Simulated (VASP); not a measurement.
# How plane-wave cutoff and smearing change a VASP run on NiPt, part 2 of 4

A convergence test on NiPt: the plane-wave cutoff and smearing. The atoms are off their equilibrium sites, so that forces can be compared too. The series runs use r2SCAN. The atoms of the start are displaced at random from the sites of a P4/mmm cell.

VASP 6.6.1; r2SCAN, spin-polarised from a ferromagnetic start (one magnetic atom a cell); plane waves and PAW (Ni, Pt).

Still holding for the runs below: The magnetic state follows from one typed start and may not be the lowest. The k-mesh is coarse for a metal.

So far. Step 5 (Plane-wave cutoff: ENCUT = 270): Against the run before the energy moves by -30.31 meV an atom and the pressure by +8.84 GPa, after 16 cycles in 40 s.

**6. Plane-wave cutoff: ENCUT = 310**

INCAR reads:

```
SYSTEM = NiPt
PREC = Accurate
ENCUT = 310
EDIFF = 1E-06
NELM = 100
ISMEAR = -1
SIGMA = 0.05
LREAL = .FALSE.
ALGO = Normal
METAGGA = R2SCAN
LASPH = .TRUE.
NBANDS = 17
ISPIN = 2
MAGMOM = 1 0
LMAXMIX = 4
LORBIT = 11
LWAVE = .FALSE.
LCHARG = .FALSE.
KPAR = 2
ISIF = 2
```

POSCAR reads:

```
NiPt
1.0
    2.7099397941      0.0000000000      0.0000000000
    0.0000000000      2.7099397941      0.0000000000
    0.0000000000      0.0000000000      3.5783200000
Ni Pt
1 1
Direct
    0.4942610000      0.5115520000      0.5099310000
   -0.0057030000     -0.0093140000      0.0092740000
```

KPOINTS reads:

```
Automatic mesh
0
Gamma
8 8 6
0 0 0
```

Potentials, in the order of the species: Ni and Pt (PBE family, release 64).

On the command line:

```console
$ mpirun -np 2 vasp_std
```

The program printed:

```text
[... set-up lines as in an earlier step ...]
 entering main loop
       N       E                     dE             d eps       ncg     rms          rms(c)
DAV:   1     0.132159699575E+02    0.13216E+02   -0.70318E+03 14568   0.933E+02
DAV:   2    -0.670881000168E+02   -0.80304E+02   -0.74744E+02 13782   0.207E+02
DAV:   3    -0.691710995652E+02   -0.20830E+01   -0.20507E+01 15690   0.396E+01
DAV:   4    -0.691946447297E+02   -0.23545E-01   -0.23537E-01 15658   0.370E+00
[...]
DAV:  14    -0.637292983123E+02   -0.11211E-03   -0.10375E-04 14923   0.145E-01    0.325E-02
DAV:  15    -0.637293053324E+02   -0.70201E-05   -0.10191E-05 16846   0.631E-02    0.139E-02
DAV:  16    -0.637293046768E+02    0.65561E-06   -0.25570E-06 12928   0.201E-02
   1 F= -.63729305E+02 E0= -.63720937E+02  d E =-.167347E-01  mag=     1.3229
```

Elapsed: 46 s, on 2 MPI ranks of Intel Xeon 6975P-C (Granite Rapids), shared host; peak memory 0.34 GiB; 90 s of CPU time.

Parts of OUTCAR (step 6):

```text
  Total        0.0745807      0.0757521     -0.1080537     -0.0000843      0.0046542     -0.0000543
  in kB        4.5471446      4.6185649     -6.5879708     -0.0051411      0.2837649     -0.0033103
  external PRESSURE =       0.8592462 kB  Pullay stress =       0.0000000 kB

 POSITION                                       TOTAL-FORCE (eV/Angst)
 -----------------------------------------------------------------------------------
      1.33942      1.38628      1.82470        -0.004858     -0.290803     -0.021576
      2.69449      2.68470      0.03319         0.004858      0.290803      0.021576
 -----------------------------------------------------------------------------------
    total drift:                               -0.011186      0.007303     -0.000747

  FREE ENERGIE OF THE ION-ELECTRON SYSTEM (eV)
  ---------------------------------------------------
  free  energy   TOTEN  =       -63.7293046768 eV

  energy  without entropy=      -63.7125699961  energy(sigma->0) =      -63.72093734

 magnetization (x)
# of ion       s       p       d       tot
------------------------------------------
    1       -0.005  -0.014   0.974   0.955
    2       -0.006  -0.044   0.443   0.394
--------------------------------------------------
tot         -0.010  -0.058   1.417   1.349

[... 1 part as in an earlier step ...]

[... 2 further parts left out ...]
[key lines of the parts left out:]
E-fermi :  10.1093
```

Against the run before the energy moves by -1.25 meV an atom and the pressure by +1.25 GPa, after 16 cycles in 46 s.

**7. Plane-wave cutoff: ENCUT = 350**

Edit INCAR of step 6 so:

```diff
@@ -2,3 +2,3 @@
 PREC = Accurate
-ENCUT = 310
+ENCUT = 350
 EDIFF = 1E-06
```

POSCAR is that of step 6.

KPOINTS is that of step 6.

On the command line:

```console
$ mpirun -np 2 vasp_std
```

The program printed:

```text
[... set-up lines as in an earlier step ...]
 entering main loop
       N       E                     dE             d eps       ncg     rms          rms(c)
DAV:   1     0.214079301686E+02    0.21408E+02   -0.75609E+03 14328   0.104E+03
DAV:   2    -0.666457784831E+02   -0.88054E+02   -0.81863E+02 13800   0.221E+02
DAV:   3    -0.691658397174E+02   -0.25201E+01   -0.24806E+01 15656   0.449E+01
DAV:   4    -0.691949211075E+02   -0.29081E-01   -0.29070E-01 15726   0.414E+00
[...]
DAV:  14    -0.637214543047E+02   -0.73765E-04   -0.70974E-05 16414   0.129E-01    0.315E-02
DAV:  15    -0.637214571655E+02   -0.28608E-05   -0.78908E-06 16287   0.607E-02    0.137E-02
DAV:  16    -0.637214563535E+02    0.81198E-06   -0.26446E-06 13624   0.218E-02
   1 F= -.63721456E+02 E0= -.63713098E+02  d E =-.167161E-01  mag=     1.3219
```

Run time: 81 s. Hardware: 2 MPI ranks; peak memory 0.37 GiB; 2.7 min of CPU time.

From OUTCAR (step 7):

```text
  Total        0.0457219      0.0267562     -0.1452856     -0.0007692      0.0047122     -0.0003353
  in kB        2.7876368      1.6313132     -8.8579804     -0.0468993      0.2873019     -0.0204453
  external PRESSURE =      -1.4796768 kB  Pullay stress =       0.0000000 kB

 POSITION                                       TOTAL-FORCE (eV/Angst)
 -----------------------------------------------------------------------------------
      1.33942      1.38628      1.82470         0.006883     -0.299525     -0.021683
      2.69449      2.68470      0.03319        -0.006883      0.299525      0.021683
 -----------------------------------------------------------------------------------
    total drift:                                0.013503     -0.008161     -0.000772

  FREE ENERGIE OF THE ION-ELECTRON SYSTEM (eV)
  ---------------------------------------------------
  free  energy   TOTEN  =       -63.7214563535 eV

  energy  without entropy=      -63.7047402298  energy(sigma->0) =      -63.71309829

 magnetization (x)
# of ion       s       p       d       tot
------------------------------------------
    1       -0.005  -0.014   0.972   0.953
    2       -0.006  -0.044   0.444   0.394
--------------------------------------------------
tot         -0.010  -0.058   1.416   1.347

[... 1 part as in an earlier step ...]

[... 2 further parts left out ...]
[key lines of the parts left out:]
E-fermi :  10.1047
```

Against the run before the energy moves by +3.92 meV an atom and the pressure by -0.23 GPa, after 16 cycles in 81 s.

**8. Plane-wave cutoff: ENCUT = 430**

Edit INCAR of step 7 so:

```diff
@@ -2,3 +2,3 @@
 PREC = Accurate
-ENCUT = 350
+ENCUT = 430
 EDIFF = 1E-06
```

POSCAR is that of step 7.

KPOINTS is that of step 7.

On the command line:

```console
$ mpirun -np 2 vasp_std
```

The program printed:

```text
[... set-up lines as in an earlier step ...]
 entering main loop
       N       E                     dE             d eps       ncg     rms          rms(c)
DAV:   1     0.375367086418E+02    0.37537E+02   -0.86078E+03 13832   0.122E+03
DAV:   2    -0.657992620582E+02   -0.10334E+03   -0.95913E+02 13576   0.248E+02
DAV:   3    -0.691613126544E+02   -0.33621E+01   -0.32907E+01 15507   0.538E+01
DAV:   4    -0.692002128568E+02   -0.38900E-01   -0.38878E-01 15798   0.491E+00
[...]
DAV:  16    -0.637198789604E+02    0.10128E-05   -0.24667E-06 12768   0.222E-02    0.571E-03
DAV:  17    -0.637198808471E+02   -0.18867E-05   -0.32361E-07  6793   0.985E-03    0.279E-03
DAV:  18    -0.637198808866E+02   -0.39476E-07   -0.15786E-07  6771   0.797E-03
   1 F= -.63719881E+02 E0= -.63711531E+02  d E =-.166997E-01  mag=     1.3197
```

It took 93 s on 2 MPI ranks; peak memory 0.42 GiB.

From OUTCAR (step 8):

```text
  Total        0.1272084      0.1071294     -0.0620382     -0.0007895      0.0046884     -0.0003207
  in kB        7.7558226      6.5316205     -3.7824321     -0.0481349      0.2858474     -0.0195504
  external PRESSURE =       3.5016704 kB  Pullay stress =       0.0000000 kB

 POSITION                                       TOTAL-FORCE (eV/Angst)
 -----------------------------------------------------------------------------------
      1.33942      1.38628      1.82470         0.006437     -0.301328     -0.021772
      2.69449      2.68470      0.03319        -0.006437      0.301328      0.021772
 -----------------------------------------------------------------------------------
    total drift:                                0.012541     -0.007778     -0.000714

  FREE ENERGIE OF THE ION-ELECTRON SYSTEM (eV)
  ---------------------------------------------------
  free  energy   TOTEN  =       -63.7198808866 eV

  energy  without entropy=      -63.7031812265  energy(sigma->0) =      -63.71153106

 magnetization (x)
# of ion       s       p       d       tot
------------------------------------------
    1       -0.005  -0.014   0.969   0.950
    2       -0.006  -0.044   0.444   0.395
--------------------------------------------------
tot         -0.010  -0.058   1.414   1.345

[... 1 part as in an earlier step ...]

[... 2 further parts left out ...]
[key lines of the parts left out:]
E-fermi :  10.0982
```

Against the run before the energy moves by +0.78 meV an atom and the pressure by +0.50 GPa, after 18 cycles in 93 s.

**9. Plane-wave cutoff: ENCUT = 540**

Edit INCAR of step 8 so:

```diff
@@ -2,3 +2,3 @@
 PREC = Accurate
-ENCUT = 430
+ENCUT = 540
 EDIFF = 1E-06
```

POSCAR is that of step 8.

KPOINTS is that of step 8.

On the command line:

```console
$ mpirun -np 2 vasp_std
```

The program printed:

```text
[... set-up lines as in an earlier step ...]
 entering main loop
       N       E                     dE             d eps       ncg     rms          rms(c)
DAV:   1     0.532627018286E+02    0.53263E+02   -0.10014E+04 13600   0.147E+03
DAV:   2    -0.649257018529E+02   -0.11819E+03   -0.10999E+03 13599   0.280E+02
DAV:   3    -0.691499847022E+02   -0.42243E+01   -0.41233E+01 15313   0.618E+01
DAV:   4    -0.692001671808E+02   -0.50182E-01   -0.50146E-01 15818   0.571E+00
[...]
DAV:  16    -0.637198732278E+02    0.15278E-05   -0.17566E-06 10131   0.201E-02    0.570E-03
DAV:  17    -0.637198750414E+02   -0.18136E-05   -0.37713E-07  6793   0.103E-02    0.284E-03
DAV:  18    -0.637198752060E+02   -0.16457E-06   -0.18146E-07  6777   0.868E-03
   1 F= -.63719875E+02 E0= -.63711530E+02  d E =-.166908E-01  mag=     1.3196
```

The job ended after 2 min (2 MPI ranks; peak memory 0.54 GiB).

Parts of OUTCAR (step 9):

```text
  Total        0.1437968      0.1279700     -0.0368616     -0.0001476      0.0045625      0.0000898
  in kB        8.7672088      7.8022547     -2.2474329     -0.0089985      0.2781759      0.0054780
  external PRESSURE =       4.7740102 kB  Pullay stress =       0.0000000 kB

 POSITION                                       TOTAL-FORCE (eV/Angst)
 -----------------------------------------------------------------------------------
      1.33942      1.38628      1.82470         0.002302     -0.297094     -0.020683
      2.69449      2.68470      0.03319        -0.002302      0.297094      0.020683
 -----------------------------------------------------------------------------------
    total drift:                                0.003587      0.001094      0.001604

  FREE ENERGIE OF THE ION-ELECTRON SYSTEM (eV)
  ---------------------------------------------------
  free  energy   TOTEN  =       -63.7198752060 eV

  energy  without entropy=      -63.7031844153  energy(sigma->0) =      -63.71152981

[... 2 parts as in an earlier step ...]

[... 2 further parts left out ...]
[key lines of the parts left out:]
E-fermi :  10.0976
```

Against the run before the energy stays within 0.01 meV an atom; the pressure moves by +0.13 GPa, after 18 cycles in 2 min.

**10. The plane-wave cutoff series as a table**

This step: convergence of r2SCAN results with the cutoff; plane waves and PAW (VASP 6.6.1).

No new run; the numbers come from the runs before.

Differences are taken from the run with ENCUT = 540. Results of the series, by row:

```
    setting     status  energy less the reference (meV/atom)  pressure (GPa)  largest force difference (meV/Å)  moment (μB)  SCF cycles  wall time (s)
ENCUT = 160  converged                                  1982          -305.3                             307.9       0.9413          15             26
ENCUT = 200  converged                                 304.2          -68.39                             42.22        1.246          16             29
ENCUT = 240  converged                                 26.86          -9.999                             26.87        1.306          16             43
ENCUT = 270  converged                                 -3.45           -1.16                             1.842        1.317          16             40
ENCUT = 310  converged                                -4.704         0.08592                              7.16        1.323          16             46
ENCUT = 350  converged                               -0.7842          -0.148                             4.581        1.322          16             81
ENCUT = 430  converged                              -6.25e-4          0.3502                             4.234         1.32          18             93
ENCUT = 540  converged                                     0          0.4774                                 0         1.32          18            121
```

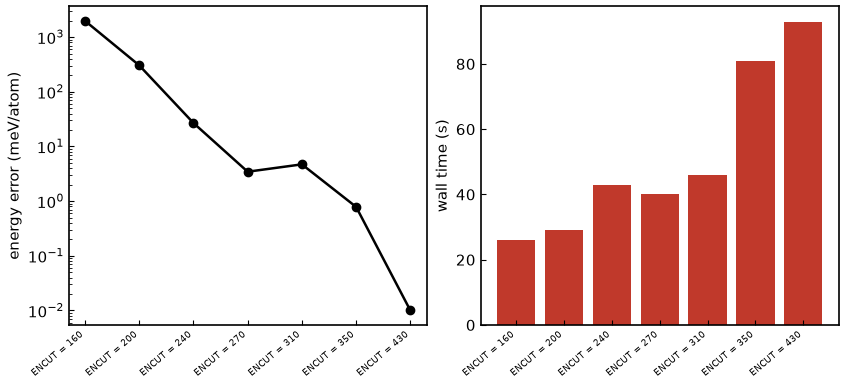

The energy error in size, against the reference run (errors under 0.01 are drawn at 0.01), and the wall time by setting.

**11. Smearing: ISMEAR = 0, SIGMA = 0.01**

This step: r2SCAN, spin-polarised from a ferromagnetic start (one magnetic atom a cell); plane waves and PAW (Ni, Pt) (VASP 6.6.1).

Smearing steadies the sum over the Fermi surface at the price of an entropy term.

Edit INCAR of step 9 so:

```diff
@@ -2,7 +2,7 @@
 PREC = Accurate
-ENCUT = 540
+ENCUT = 400
 EDIFF = 1E-06
 NELM = 100
-ISMEAR = -1
-SIGMA = 0.05
+ISMEAR = 0
+SIGMA = 0.01
 LREAL = .FALSE.
```

POSCAR is that of step 9.

KPOINTS is that of step 9.

On the command line:

```console
$ mpirun -np 2 vasp_std
```

The program printed:

```text
[... set-up lines as in an earlier step ...]
 entering main loop
       N       E                     dE             d eps       ncg     rms          rms(c)
DAV:   1     0.317868163071E+02    0.31787E+02   -0.82467E+03 14040   0.116E+03
DAV:   2    -0.660921717585E+02   -0.97879E+02   -0.90976E+02 13690   0.239E+02
DAV:   3    -0.691523228476E+02   -0.30602E+01   -0.30025E+01 15681   0.508E+01
DAV:   4    -0.691875907175E+02   -0.35268E-01   -0.35254E-01 15717   0.464E+00
DAV:   5    -0.691885123148E+02   -0.92160E-03   -0.92156E-03 15918   0.813E-01    0.173E+01
DAV:   6    -0.664075811764E+02    0.27809E+01   -0.17270E+01 13942   0.100E+02    0.207E+01
DAV:   7    -0.636914427336E+02    0.27161E+01   -0.61170E+00 16690   0.822E+01    0.703E+00
DAV:   8    -0.637052851229E+02   -0.13842E-01   -0.33635E-01 16376   0.761E+00    0.312E+00
DAV:   9    -0.637056172456E+02   -0.33212E-03   -0.77451E-02 17479   0.580E+00    0.988E-01
DAV:  10    -0.637074568401E+02   -0.18396E-02   -0.10491E-02 15382   0.167E+00    0.515E-01
DAV:  11    -0.637099042628E+02   -0.24474E-02   -0.35515E-03 16529   0.114E+00    0.223E-01
DAV:  12    -0.637109425078E+02   -0.10382E-02   -0.11588E-03 15924   0.527E-01    0.131E-01
DAV:  13    -0.637109925817E+02   -0.50074E-04   -0.19202E-04 16658   0.353E-01    0.707E-02
DAV:  14    -0.637110716764E+02   -0.79095E-04   -0.12370E-04 15016   0.212E-01    0.315E-02
DAV:  15    -0.637110895236E+02   -0.17847E-04   -0.16057E-05 16622   0.852E-02    0.182E-02
DAV:  16    -0.637110955107E+02   -0.59871E-05   -0.42020E-06 14243   0.301E-02    0.151E-02
DAV:  17    -0.637111013073E+02   -0.57966E-05   -0.50427E-06 14391   0.489E-02    0.104E-02
DAV:  18    -0.637111055380E+02   -0.42308E-05   -0.46718E-06 12041   0.461E-02    0.580E-03
DAV:  19    -0.637111095607E+02   -0.40227E-05   -0.40171E-06  9268   0.366E-02    0.474E-03
DAV:  20    -0.637111111450E+02   -0.15843E-05   -0.19100E-06  7272   0.222E-02    0.459E-03
DAV:  21    -0.637111162180E+02   -0.50730E-05   -0.19259E-05 17246   0.784E-02    0.492E-03
DAV:  22    -0.637111180381E+02   -0.18201E-05   -0.80282E-06 11973   0.493E-02    0.300E-03
DAV:  23    -0.637111191161E+02   -0.10780E-05   -0.14177E-06  8554   0.132E-02    0.183E-03
DAV:  24    -0.637111182182E+02    0.89787E-06   -0.10547E-06  6735   0.215E-02
   1 F= -.63711118E+02 E0= -.63711066E+02  d E =-.104189E-03  mag=     1.3451
```

Run time: 2 min. Hardware: 2 MPI ranks; peak memory 0.4 GiB; 3.9 min of CPU time.

OUTCAR, selected parts (step 11):

```text
   ENCUT  =  400.0 eV  29.40 Ry    5.42 a.u.   4.42  4.42  5.84*2*pi/ulx,y,z

   NELECT =      20.0000    total number of electrons

 E-fermi :  10.0887

 spin component 1
 k-point     1 :       0.0000    0.0000    0.0000
  band No.  band energies     occupation
    ...
      7       8.0077      1.00000
      8       8.5925      1.00000
      9       9.5652      1.00000
     10       9.5870      1.00000
     11       9.6530      1.00000
     12      13.3331      0.00000
     13      21.3888      0.00000
     14      22.3990      0.00000
     15      22.4372      0.00000
     16      29.0364      0.00000
    ...

 k-point     2 :       0.1250    0.0000    0.0000
  band No.  band energies     occupation
    ...
      7       7.9265      1.00000
      8       8.5746      1.00000
      9       8.7095      1.00000
     10       9.3022      1.00000
     11       9.4677      1.00000
     12      14.6217      0.00000
     13      19.9107      0.00000
     14      21.7293      0.00000
     15      23.1894      0.00000
     16      29.1847      0.00000
    ...

  Total        0.0958768      0.0944251     -0.1134378     -0.0007571      0.0056890     -0.0003261
  in kB        5.8455514      5.7570433     -6.9162389     -0.0461582      0.3468552     -0.0198836
  external PRESSURE =       1.5621186 kB  Pullay stress =       0.0000000 kB

 POSITION                                       TOTAL-FORCE (eV/Angst)
 -----------------------------------------------------------------------------------
      1.33942      1.38628      1.82470         0.006512     -0.304169     -0.021837
      2.69449      2.68470      0.03319        -0.006512      0.304169      0.021837
 -----------------------------------------------------------------------------------
    total drift:                                0.012705     -0.007831     -0.000746

  FREE ENERGIE OF THE ION-ELECTRON SYSTEM (eV)
  ---------------------------------------------------
  free  energy   TOTEN  =       -63.7111182182 eV

  energy  without entropy=      -63.7110140292  energy(sigma->0) =      -63.71106612

 magnetization (x)
# of ion       s       p       d       tot
------------------------------------------
    1       -0.005  -0.015   0.973   0.953
    2       -0.005  -0.044   0.467   0.418
--------------------------------------------------
tot         -0.011  -0.059   1.440   1.371

[... 5 parts as in an earlier step ...]

[... 16 further parts left out ...]
```

This step gave:

```yaml
scf_cycles: 24
free_energy_toten: -63.7111 eV
energy_at_zero_smearing: -63.7111 eV
fermi_energy: 10.09 eV
pressure: 0.1562 GPa
moment_of_the_cell_from_the_last_line_of_the_log: 1.345 μB
```

The series starts at -31.8555 eV an atom and 0.16 GPa, after 24 cycles in 2 min. The entropy term T·S comes to 0.05 meV an atom in size.

**12. Smearing: ISMEAR = 0, SIGMA = 0.05**

Edit INCAR of step 11 so:

```diff
@@ -6,3 +6,3 @@
 ISMEAR = 0
-SIGMA = 0.01
+SIGMA = 0.05
 LREAL = .FALSE.
```

POSCAR is that of step 11.

KPOINTS is that of step 11.

On the command line:

```console
$ mpirun -np 2 vasp_std
```

The program printed:

```text
[... set-up lines as in an earlier step ...]
 entering main loop
       N       E                     dE             d eps       ncg     rms          rms(c)
DAV:   1     0.317862896501E+02    0.31786E+02   -0.82467E+03 14040   0.116E+03
DAV:   2    -0.660940645650E+02   -0.97880E+02   -0.90983E+02 13690   0.239E+02
DAV:   3    -0.691537452579E+02   -0.30597E+01   -0.30020E+01 15681   0.508E+01
DAV:   4    -0.691890355338E+02   -0.35290E-01   -0.35275E-01 15717   0.464E+00
[...]
DAV:  14    -0.637125628046E+02   -0.75452E-04   -0.66937E-05 17221   0.140E-01    0.363E-02
DAV:  15    -0.637125619005E+02    0.90413E-06   -0.12297E-05 17136   0.862E-02    0.110E-02
DAV:  16    -0.637125617941E+02    0.10637E-06   -0.23710E-06 12325   0.274E-02
   1 F= -.63712562E+02 E0= -.63711181E+02  d E =-.276157E-02  mag=     1.3108
```

The job ended after 84 s (2 MPI ranks; peak memory 0.39 GiB).

Parts of OUTCAR (step 12):

```text
  Total        0.0552954      0.0495512     -0.1023760     -0.0007575      0.0047485     -0.0003228
  in kB        3.3713318      3.0211077     -6.2418058     -0.0461867      0.2895128     -0.0196819
  external PRESSURE =       0.0502112 kB  Pullay stress =       0.0000000 kB

 POSITION                                       TOTAL-FORCE (eV/Angst)
 -----------------------------------------------------------------------------------
      1.33942      1.38628      1.82470         0.006510     -0.303048     -0.021953
      2.69449      2.68470      0.03319        -0.006510      0.303048      0.021953
 -----------------------------------------------------------------------------------
    total drift:                                0.012706     -0.007765     -0.000726

  FREE ENERGIE OF THE ION-ELECTRON SYSTEM (eV)
  ---------------------------------------------------
  free  energy   TOTEN  =       -63.7125617941 eV

  energy  without entropy=      -63.7098002198  energy(sigma->0) =      -63.71118101

 magnetization (x)
# of ion       s       p       d       tot
------------------------------------------
    1       -0.006  -0.014   0.963   0.943
    2       -0.006  -0.045   0.444   0.393
--------------------------------------------------
tot         -0.011  -0.059   1.407   1.337

[... 2 parts as in an earlier step ...]

[... 1 further part left out ...]
[key lines of the parts left out:]
E-fermi :  10.0897
```

Against the run before the energy at zero width moves by -0.06 meV an atom and the pressure by -0.15 GPa, after 16 cycles in 84 s. The entropy term T·S comes to 1.38 meV an atom in size.

[end of part 2 of 4]

[Lines on the potential files, build, host, timing and source positions are cut from VASP's logs without a mark.]

[Logs are printed without paths, hosts, clocks, repeated set-up lines and the standing remarks that a program may print on its own settings, such as how far it seeks lower states.]

[Hosts, paths, dates, database ids (printed as entryN), source tags and the programs' standing remarks are cut or masked in the printed files.]

[A measured line is paired with the nearest computed mode of its activity, which favours agreement.]
